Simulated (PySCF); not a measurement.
**H₃LaN (charge +3): density, localisation and related maps**

The calculation's input:

```
mol = gto.M(atom='''
La     0.00000     0.00000    -0.21497
N     -0.00000    -0.00000     2.26280
H      0.93936     0.00004     2.71906
H     -0.46971     0.81350     2.71906
H     -0.46965    -0.81353     2.71906''',
    basis={'La': 'lcecp-1-SVP', 'N': 'def2-SVP', 'H': 'def2-SVP'},
    ecp={'La': 'lcecp-1-SVP'},
    charge=3, spin=0)
mf = dft.RKS(mol, xc='PBE0')
mf.grids.atom_grid = (75, 302)  # f atoms: at least (60, 302), unpruned
mf = mf.density_fit()  # La AutoAux, N def2-universal-JKFIT, H def2-universal-JKFIT
mf.conv_tol = 1e-09; mf.max_cycle = 55
mf.kernel(dm0)
```

Run with:

```sh
OMP_NUM_THREADS=2 python run.py
```

Core potentials replace the inner electrons of La.

Theory: RKS PBE0, La lcecp-1-SVP with ECP46, N def2-SVP, H def2-SVP; non-relativistic Hamiltonian with scalar-relativistic core potentials where named; density fitting in PySCF 2.14.0.

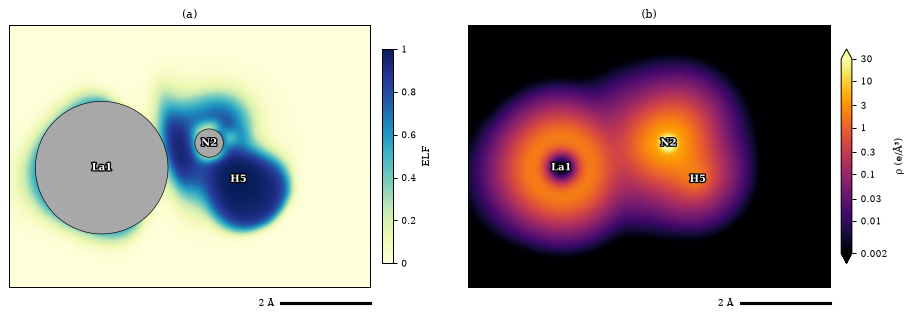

Figure 1. (a) electron localisation function; (b) electron density on the plane of atoms La1, N2 and H5. Grey discs cover the atomic cores in the ELF map.

### Describe what can be read from this map.

The section cuts through La, N and H sites. La–N (2.48 Å): the density is about 0.46 e/Å³ at the midpoint; the ELF peaks at about 0.95 in the valence shell of N, 0.7 Å from its nucleus, and drops to about 0.40 between the two atoms. N–H (1.04 Å): ρ at the midpoint is about 2.7 e/Å³; the ELF climbs to about 1 towards the hydrogen, as it does in any bond to H: an ordinary covalent bond to hydrogen.

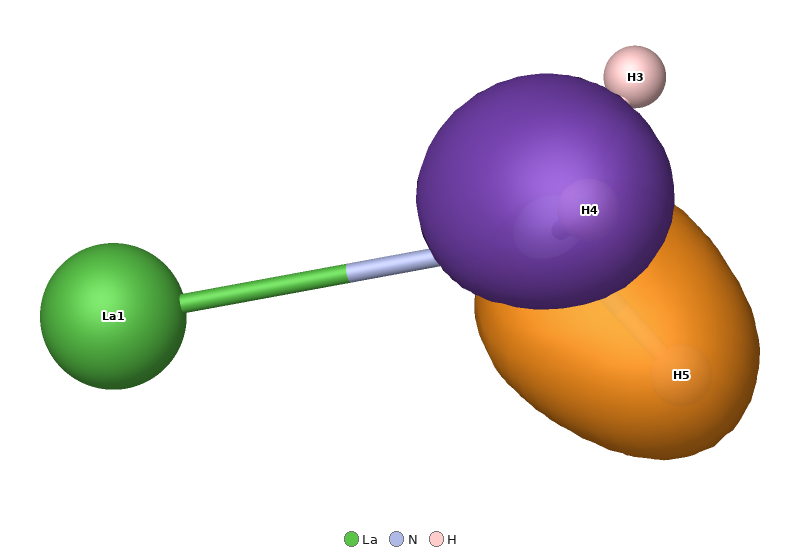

Figure 2. The HOMO−1 at ±0.3 Å⁻³ᐟ² (orange and purple are the two phases), seen at a tilt.

### Where does this orbital lie, and at what energy?

By Hirshfeld shares it lies mainly on N2 (about 60 %), H4 (about 15 %) and H5 (about 15 %). It is one of a degenerate set, so its orientation is arbitrary. Its energy is −29.13 eV.
